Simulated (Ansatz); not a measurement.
Calculation: PBE (plane waves to 420 eV, PAW; Ansatz, a first-principles code).

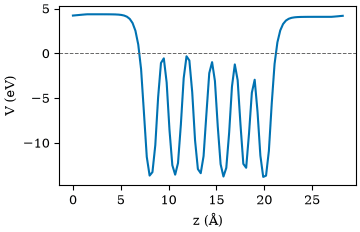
Fig. 1. Electrostatic potential energy of an electron, averaged over planes parallel to the surface, in eV from the Fermi level, for a constructed model of the (0001) surface of hcp Hf, a layer of Pd in place of the second plane (bottom of the slab: a bare face, its two planes held)

Set-up: 6 atoms, 12.2 Å thick at the start; mesh 13x13x1; 0.1 eV smearing; dipole correction on; 2 atoms held, the rest relaxed; held to the start's symmetry, so lower structures may exist; no spin, no spin-orbit, no U. It is one candidate, not shown to be the stable structure of the face.

The vacuum level lies 4.08 eV above the Fermi level over the top face and 4.37 eV above it under the bottom face.
